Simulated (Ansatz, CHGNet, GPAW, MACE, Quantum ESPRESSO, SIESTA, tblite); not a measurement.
**SIESTA runs on random packing of 64AlN-36Al2O3 (mol %) (86 atoms)**

How do the settings of SIESTA change the result for random packing of 64AlN-36Al2O3 (mol %) (86 atoms)? A plane-wave run serves as the yardstick.

Method: the method is named at each step, in SIESTA 5.4.2.

## 1. Starting point

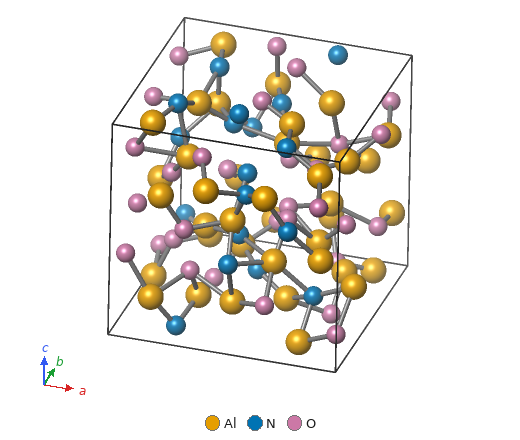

The starting structure, seen slightly off an axis (aluminium orange, nitrogen blue, oxygen pink). Bonds to atoms that aren't drawn are left out. Some periodic images of atoms are drawn too.

The cell holds 86 atoms: 38 Al, 18 N and 30 O. Cell: a = 9.738 Å, b = 9.738 Å, c = 9.738 Å, α = 90.0°, β = 90.0°, γ = 90.0°. 86 atoms (38 Al, 18 N, 30 O) packed at random in a cube at 3.16 g/cm³ and pushed apart as soft spheres, cations and anions kept from their own kind; a start for melting by ab initio MD, not an equilibrated structure. Then every atom was moved at random, 0.03 Å r.m.s. a Cartesian component.

The yardstick, on the same geometry:

```
method                 : Kohn-Sham DFT, PBE, PAW, plane waves (Ansatz 0.2.0); cutoff 420 eV, Γ point, fermi-dirac smearing of 0.05 eV; PAW set soft_2
r.m.s. force component : 1.796 eV/Å
longest force          : 6.263 eV/Å
pressure               : 4.911 GPa
SCF cycles             : 11
time                   : 8.7 s on 4 threads of Arm Neoverse V2, shared host
CPU time               : 31 s
```

## 2. PBE, DZP, shift 0.01 Ry, mesh 500 Ry

Method: Kohn-Sham DFT, PBE, PseudoDojo 0.4.1 norm-conserving pseudopotentials (converted to PSML), numerical atomic orbitals (DZP), diagonalisation.

The .psml files are PseudoDojo norm-conserving potentials that we converted to this format, checked against plane waves on the same files for H, C, O, Si, Ge and Ca alone.

input.fdf

```
SystemLabel cell
NumberOfAtoms 86
NumberOfSpecies 3
%block ChemicalSpeciesLabel
  1 13 Al
  2 7 N
  3 8 O
%endblock ChemicalSpeciesLabel
LatticeConstant 1.0 Ang
%block LatticeVectors
  9.73820 0.00000 0.00000
  0.00000 9.73820 0.00000
  0.00000 0.00000 9.73820
%endblock LatticeVectors
PAO.BasisSize DZP
PAO.EnergyShift 0.01 Ry
XC.Functional GGA
XC.Authors PBE
MeshCutoff 500 Ry
%block kgrid_Monkhorst_Pack
  1 0 0 0.0
  0 1 0 0.0
  0 0 1 0.0
%endblock kgrid_Monkhorst_Pack
SolutionMethod diagon
OccupationFunction FD
ElectronicTemperature 580 K
SCF.Mixer.Method Pulay
SCF.Mixer.Weight 0.15
SCF.Mixer.History 8
SCF.Mix Hamiltonian
MaxSCFIterations 300
SCF.DM.Tolerance 1e-04
SCF.H.Tolerance 1.0e-3 eV
WriteForces T
Write.HirshfeldPop T
Write.VoronoiPop T
Write.DM F
Write.H F
XML.Write F
AtomicCoordinatesFormat Fractional
%block AtomicCoordinatesAndAtomicSpecies
  0.99042 0.26924 0.26938 1
  0.04580 0.55505 0.47139 1
  0.89497 0.45027 0.75529 1
  0.84845 0.88902 0.52915 1
  0.56824 0.64796 0.68329 1
  0.46912 0.21586 0.51804 1
  0.04941 0.47437 0.04809 1
  0.28755 0.86801 0.35938 1
  0.23218 0.34453 0.71381 1
  0.28135 0.44774 0.34138 1
  0.74982 0.69687 0.40443 1
  0.84914 0.59120 0.15046 1
  0.73754 0.72334 0.86618 1
  0.69728 0.88492 0.23814 1
  0.20141 0.76778 0.12343 1
  0.66509 0.36978 0.10427 1
  0.85157 0.20407 0.80259 1
  0.21246 0.53491 0.86833 1
  0.64684 0.23741 0.34344 1
  0.43963 0.91189 0.16280 1
  0.12143 0.18333 0.93603 1
  0.19138 0.94111 0.93515 1
  0.41611 0.99856 0.75799 1
  0.66639 0.02532 0.75230 1
  0.22193 0.78037 0.74200 1
  0.64065 0.47684 0.87329 1
  0.89116 0.86639 0.02621 1
  0.60899 0.95763 0.47177 1
  0.49063 0.16805 0.15962 1
  0.88631 0.12590 0.44628 1
  0.17620 0.02439 0.19856 1
  0.97162 0.77844 0.72787 1
  0.79163 0.14605 0.03269 1
  0.19607 0.07404 0.65895 1
  0.77477 0.45927 0.34504 1
  0.29709 0.31379 0.08254 1
  0.93852 0.96144 0.25936 1
  0.39498 0.60826 0.19022 1
  0.17268 0.36933 0.94295 2
  0.45643 0.35573 0.37789 2
  0.67774 0.28724 0.86311 2
  0.49473 0.08074 0.38055 2
  0.23455 0.75110 0.93326 2
  0.34064 0.89231 0.59348 2
  0.26782 0.09626 0.04230 2
  0.81108 0.27878 0.18764 2
  0.75653 0.07001 0.58845 2
  0.33865 0.63134 0.74455 2
  0.05492 0.89164 0.13076 2
  0.54340 0.16019 0.68084 2
  0.50833 0.46130 0.16718 2
  0.47600 0.39218 0.65361 2
  0.49072 0.81632 0.77101 2
  0.45639 0.32216 0.96740 2
  0.09162 0.67469 0.61341 2
  0.68552 0.96779 0.96157 2
[... 26 atom lines left out ...]
  0.96645 0.10682 0.12000 3
  0.75859 0.77596 0.64751 3
  0.05060 0.21899 0.52318 3
  0.48620 0.54872 0.91941 3
%endblock AtomicCoordinatesAndAtomicSpecies
```

Command:

```
OMP_NUM_THREADS=1 mpirun -np 2 siesta < input.fdf > output.txt
```

What it wrote:

```text
Version         : 5.4.2
reinit: System Name:
reinit: System Label: cell
initatom: Reading input for the pseudopotentials and atomic orbitals ----------
Species number:   1 Atomic number:   13 Label: Al
Species number:   2 Atomic number:    7 Label: N
Species number:   3 Atomic number:    8 Label: O
Ground state valence configuration (from tables):   3s02  3p01  3d00  4f00
Ground state valence configuration (from tables):   2s02  2p03  3d00  4f00
Ground state valence configuration (from tables):   2s02  2p04  3d00  4f00
---- Processing specs for species: Al
GGA--PBE XC_GGA_X_PBE--XC_GGA_C_PBE pb
---- Processing specs for species: N
GGA--PBE XC_GGA_X_PBE--XC_GGA_C_PBE pb
---- Processing specs for species: O
GGA--PBE XC_GGA_X_PBE--XC_GGA_C_PBE pb
Al pseudopotential only contains V_ls up to l=2 -- lmxkb reset.
N pseudopotential only contains V_ls up to l=1 -- lmxkb reset.
O pseudopotential only contains V_ls up to l=2 -- lmxkb reset.
Using PAO.SplitTailNorm
%block ChemicalSpeciesLabel
    1   13 Al                      # Species index, atomic number, species label
    2    7 N                       # Species index, atomic number, species label
    3    8 O                       # Species index, atomic number, species label
%endblock ChemicalSpeciesLabel
%block PAO.Basis                 # Define Basis set
Al                    2                    # Species label, number of l-shells
 n=3   0   2                         # n, l, Nzeta
   6.130      4.449
   1.000      1.000
 n=3   1   2 P   1                   # n, l, Nzeta, Polarization, NzetaPol
   7.969      5.883
[...]
N                     2                    # Species label, number of l-shells
 n=2   0   2                         # n, l, Nzeta
[...]
n=2   1   2 P   1                   # n, l, Nzeta, Polarization, NzetaPol
[...]
O                     2                    # Species label, number of l-shells
 n=2   0   2                         # n, l, Nzeta
[...]
n=2   1   2 P   1                   # n, l, Nzeta, Polarization, NzetaPol
   4.300      2.782
   1.000      1.000
%endblock PAO.Basis
coor:   Atomic-coordinates input format  =     Fractional
siesta: System type = bulk
initatomlists: Number of atoms, orbitals, and projectors:     86  1118  1218
siesta: ******************** Simulation parameters ****************************
Total number of electrons:   384.000000
Total ionic charge:   384.000000
 Kpoints in:            1 . Kpoints trimmed:            1
siesta: k-grid: Number of k-points = 1
siesta: k-points from Monkhorst-Pack grid
siesta: k-cutoff (effective) =     4.869 Ang
siesta: k-point supercell and displacements
siesta: k-grid:     1     0     0      0.000
siesta: k-grid:     0     1     0      0.000
siesta: k-grid:     0     0     1      0.000
                     ====================================
                        Single-point calculation
                     ====================================
outcell: Unit cell vectors (Ang):
        9.738200    0.000000    0.000000
        0.000000    9.738200    0.000000
        0.000000    0.000000    9.738200
outcell: Cell vector modules (Ang)   :    9.738200    9.738200    9.738200
outcell: Cell angles (23,13,12) (deg):     90.0000     90.0000     90.0000
outcell: Cell volume (Ang**3)        :    923.4982
Gamma-point calculation with interaction between periodic images
Gamma-point calculation with interaction between periodic images
Some features might not work optimally:
Some features might not work optimally:
e.g. DM initialization from atomic data
e.g. DM initialization from atomic data
new_DM -- step:     1
Initializing Density Matrix...
Attempting to read DM from file... Failed...
DM filled with atomic data:
InitMesh: MESH = 144 x 144 x 144 = 2985984
InitMesh: Mesh cutoff (required, used) =   500.000   604.324 Ry
stepf: Fermi-Dirac step function
        iscf     Eharris(eV)        E_KS(eV)     FreeEng(eV)     dDmax    Ef(eV) dHmax(eV)
   scf:    1   -20437.375086   -20799.035559   -20799.197051  1.852440 -6.321861 19.270058
   scf:    2   -20679.967349   -20845.111812   -20845.312559  1.034715 -5.451019 31.726625
   scf:    3   -20821.922327   -20897.595644   -20897.828035  1.050830 -5.542904 18.997221
[...]
scf:   31   -20922.829813   -20922.829820   -20923.126061  0.000115 -5.351076  0.000967
   scf:   32   -20922.829820   -20922.829820   -20923.126061  0.000076 -5.351066  0.000610
SCF Convergence by DM+H criterion
max |DM_out - DM_in|         :     0.0000757170
max |H_out - H_in|      (eV) :     0.0006103658
SCF cycle converged after 32 iterations
Using DM_out to compute the final energy and forces
siesta: E_KS(eV) =           -20922.8298
siesta: E_KS - E_eggbox =    -20922.8298
siesta: Atomic forces (eV/Ang):
     1    0.410680    0.391716   -0.129732
     2    0.256078   -0.842789    1.288742
     3   -0.228934    1.767229   -1.996307
[...]
85   -1.206807   -1.463104   -1.154598
    86    1.100208    0.198789   -0.837648
----------------------------------------
   Tot    0.004289   -0.000031    0.004629
----------------------------------------
   Max    5.836607
   Res    1.760875    sqrt( Sum f_i^2 / 3N )
----------------------------------------
   Max    5.836607    constrained
Stress tensor Voigt[x,y,z,yz,xz,xy] (kbar):      -47.64     -101.04      -49.53       10.64       11.42       17.05
(Free)E + p*V (eV/cell)   -20885.0433
Target enthalpy (eV/cell)   -20923.1261
siesta: Program's energy decomposition (eV):
siesta: Ebs     =     -4848.224721
siesta: Eions   =     33275.793589
siesta: Ena     =      7002.681255
siesta: Ekin    =     13281.914252
siesta: Enl     =     -2043.676838
siesta: DEna    =       104.347830
siesta: DUscf   =        21.633526
siesta: Ex      =     -5537.905259
siesta: Ec      =      -476.030996
siesta: Exc     =     -6013.936256
siesta: Eharris =    -20922.829820
siesta: Etot    =    -20922.829820
siesta: FreeEng =    -20923.126061
siesta: Final energy (eV):
siesta:  Band Struct. =   -4848.224721
siesta:       Kinetic =   13281.914252
siesta:       Hartree =    5902.844565
siesta:         Exch. =   -5537.905259
siesta:         Corr. =    -476.030996
siesta:   Exch.-corr. =   -6013.936256
siesta:  Ion-electron =  -23359.241888
siesta:       Ion-ion =  -10734.410494
siesta:         Total =  -20922.829820
siesta:         Fermi =      -5.351066
siesta: Stress tensor (static) (eV/Ang**3):
siesta:    -0.029732    0.010642    0.007129
siesta:     0.010642   -0.063065    0.006641
siesta:     0.007129    0.006640   -0.030915
siesta: Cell volume =        923.498234 Ang**3
siesta: Pressure (static):
siesta:                Solid            Molecule  Units
siesta:           0.00044913          0.00057420  Ry/Bohr**3
siesta:           0.04123753          0.05272060  eV/Ang**3
siesta:          66.06979981         84.46771495  kBar
    Orbital volume contribution        =          55.274447 eV
    (Free)E + p_basis*V_orbitals       =      -20867.851614 eV
    (Free)Eharris+ p_basis*V_orbitals  =      -20867.851614 eV
Hirshfeld Atomic Populations:
Atom #   charge [q] valence [e]  Species
     1     0.298173    2.701827  Al
     2     0.331426    2.668574  Al
     3     0.360000    2.640000  Al
[...]
39    -0.279619    5.279619  N
    40    -0.125604    5.125604  N
    41    -0.176271    5.176271  N
[...]
57    -0.194808    6.194808  O
    58    -0.199639    6.199639  O
    59    -0.175806    6.175806  O
[...]
--------------------
 Total    -0.000024
Voronoi Atomic Populations:
Atom #   charge [q] valence [e]  Species
[...]
37     0.161743    2.838257  Al
    38     0.292351    2.707649  Al
[...]
55    -0.288991    5.288991  N
    56    -0.292319    5.292319  N
[...]
85    -0.247682    6.247682  O
    86    -0.181747    6.181747  O
--------------------
 Total    -0.000024
```

The job ended after 14 min (2 MPI ranks of Arm Neoverse V2, shared host; peak memory 3.2 GiB).

Banners, paths, timers and routine set-up lines are dropped from the logs unmarked, and long logs keep their key lines alone; longer cuts are marked.

Compared with the plane-wave run:

```yaml
r_m_s_force_component: 1.761 eV/Å
r_m_s_difference_of_force_components: 155.3 meV/Å
longest_difference_of_force_vectors: 525.9 meV/Å
force_difference_over_r_m_s_force: 8.648 %
slope_of_forces_against_the_reference_s: 0.9767
correlation_of_force_components: 0.9964
pressure: 6.607 GPa
pressure_difference: 1.696 GPa
```

Length of the force difference by element (eV/Å):

```
element  atoms  mean  most
     Al     38  0.26  0.49
      N     18  0.20  0.37
      O     30  0.27  0.53
```

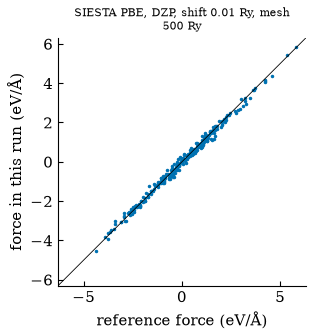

Force components against those of the reference; the line marks equality.

Local excerpt of 9 atoms (numbers count through the whole input) about Al8, which bears the longest force; x, y, z are measured from there.

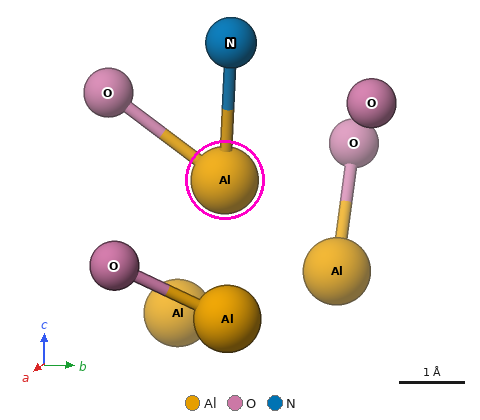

The atoms of the table, within 2.7 Å (arrows a, b, c point along x, y, z); some may hide others; the central atom is ringed.

```
atom      x      y      z  distance (Å)  Hirshfeld charge (e)     Fx     Fy  Fz (eV/Å)
 Al8   0.00   0.00   0.00          0.00                  0.30   0.77  -2.30       5.84
 O62   0.13  -1.84   1.33          2.27                 -0.16  -0.96  -0.17      -3.84
 N44   0.52   0.24   2.28          2.35                 -0.12   0.02   1.22       1.64
Al31  -1.08   1.52  -1.57          2.44                  0.21   0.19   3.21       0.95
Al20   1.48   0.43  -1.91          2.46                  0.20   0.30  -2.00      -2.22
Al15  -0.84  -0.98  -2.30          2.63                  0.20  -3.63  -3.95      -0.81
 O76  -2.19   1.51   0.27          2.67                 -0.19   0.36  -1.10      -2.38
 O75   2.14  -1.22  -1.03          2.67                 -0.18  -0.02   3.67      -0.60
 O66   0.01   2.37   1.33          2.72                 -0.19   0.01   1.36       2.47
```

Forces lie 8.6 % from the reference's, at 53 times its CPU time (on 2 against 4 cores).

## 3. PBE, SZ, shift 0.01 Ry, mesh 500 Ry

Method: Kohn-Sham DFT, PBE, PseudoDojo 0.4.1 norm-conserving pseudopotentials (converted to PSML), numerical atomic orbitals (SZ), diagonalisation.

input.fdf, as its differences from that of step 2:

```diff
@@ -14,3 +14,3 @@
 %endblock LatticeVectors
-PAO.BasisSize DZP
+PAO.BasisSize SZ
 PAO.EnergyShift 0.01 Ry
```

Command:

```
OMP_NUM_THREADS=1 siesta < input.fdf > output.txt
```

What it wrote:

```text
Version         : 5.4.2
reinit: System Name:
reinit: System Label: cell
initatom: Reading input for the pseudopotentials and atomic orbitals ----------
Species number:   1 Atomic number:   13 Label: Al
Species number:   2 Atomic number:    7 Label: N
Species number:   3 Atomic number:    8 Label: O
Ground state valence configuration (from tables):   3s02  3p01  3d00  4f00
Ground state valence configuration (from tables):   2s02  2p03  3d00  4f00
Ground state valence configuration (from tables):   2s02  2p04  3d00  4f00
---- Processing specs for species: Al
GGA--PBE XC_GGA_X_PBE--XC_GGA_C_PBE pb
---- Processing specs for species: N
GGA--PBE XC_GGA_X_PBE--XC_GGA_C_PBE pb
---- Processing specs for species: O
GGA--PBE XC_GGA_X_PBE--XC_GGA_C_PBE pb
[... lines left out ...]
Total number of electrons:   384.000000
[... lines left out ...]
stepf: Fermi-Dirac step function
        iscf     Eharris(eV)        E_KS(eV)     FreeEng(eV)     dDmax    Ef(eV) dHmax(eV)
[... lines left out ...]
SCF Convergence by DM+H criterion
[... lines left out ...]
SCF cycle converged after 35 iterations
[... lines left out ...]
   Max    7.722404
[... lines left out ...]
   Max    7.722404    constrained
Stress tensor Voigt[x,y,z,yz,xz,xy] (kbar):     -208.69     -285.30     -222.07       14.96       17.10       27.54
[... lines left out ...]
siesta: Etot    =    -20830.805228
siesta: FreeEng =    -20831.135796
siesta: Final energy (eV):
siesta:  Band Struct. =   -4551.679698
siesta:       Kinetic =   13685.404696
siesta:       Hartree =    6118.914303
siesta:         Exch. =   -5595.379831
siesta:         Corr. =    -475.280818
siesta:   Exch.-corr. =   -6070.660648
siesta:  Ion-electron =  -23830.053085
siesta:       Ion-ion =  -10734.410494
siesta:         Total =  -20830.805228
siesta:         Fermi =      -4.280145
siesta: Stress tensor (static) (eV/Ang**3):
siesta:    -0.130254    0.017190    0.010675
siesta:     0.017190   -0.178072    0.009334
siesta:     0.010675    0.009334   -0.138606
siesta: Cell volume =        923.498234 Ang**3
siesta: Pressure (static):
siesta:                Solid            Molecule  Units
siesta:           0.00162257          0.00198473  Ry/Bohr**3
siesta:           0.14897731          0.18222996  eV/Ang**3
siesta:         238.68795873        291.96458268  kBar
    Orbital volume contribution        =          26.936571 eV
    (Free)E + p_basis*V_orbitals       =      -20804.199226 eV
    (Free)Eharris+ p_basis*V_orbitals  =      -20804.199231 eV
Hirshfeld Atomic Populations:
Atom #   charge [q] valence [e]  Species
     1     0.280670    2.719330  Al
     2     0.357134    2.642866  Al
     3     0.390402    2.609598  Al
[...]
39    -0.301997    5.301997  N
    40    -0.175260    5.175260  N
    41    -0.219817    5.219817  N
[...]
57    -0.235009    6.235009  O
    58    -0.206170    6.206170  O
    59    -0.198326    6.198326  O
[...]
--------------------
 Total    -0.000027
Voronoi Atomic Populations:
Atom #   charge [q] valence [e]  Species
[...]
37     0.189139    2.810861  Al
    38     0.360461    2.639539  Al
[...]
55    -0.333738    5.333738  N
    56    -0.323045    5.323045  N
[...]
85    -0.227156    6.227156  O
    86    -0.199945    6.199945  O
--------------------
 Total    -0.000027
```

Run time: 5.7 min. Hardware: 1 thread; peak memory 1.3 GiB.

Compared with the plane-wave run:

```
r.m.s. force component                  : 1.984 eV/Å
r.m.s. difference of force components   : 810.1 meV/Å
longest difference of force vectors     : 3018 meV/Å
force difference over r.m.s. force      : 45.1 %
slope of forces against the reference's : 1.008
correlation of force components         : 0.9129
pressure                                : 23.87 GPa
pressure difference                     : 18.96 GPa
```

This is a coarse setting, run to see what it loses.

Against the first run (8.6 %), the force difference from the reference is 45 %, at 0.20 times the CPU time (on 1 against 2 cores), with 344 basis functions against 1118: the smaller basis costs accuracy.

[end of part 1 of 2]

[Also dropped from logs without a mark: logging warnings of Python, and SIESTA's first energy breakdown and zero terms.]

[Logs are printed without paths, hosts, clocks, repeated set-up lines and the standing remarks that a program may print on its own settings, such as how far it seeks lower states.]

[Hosts, paths, dates, database ids (printed as entryN), source tags and the programs' standing remarks are cut or masked in the printed files.]
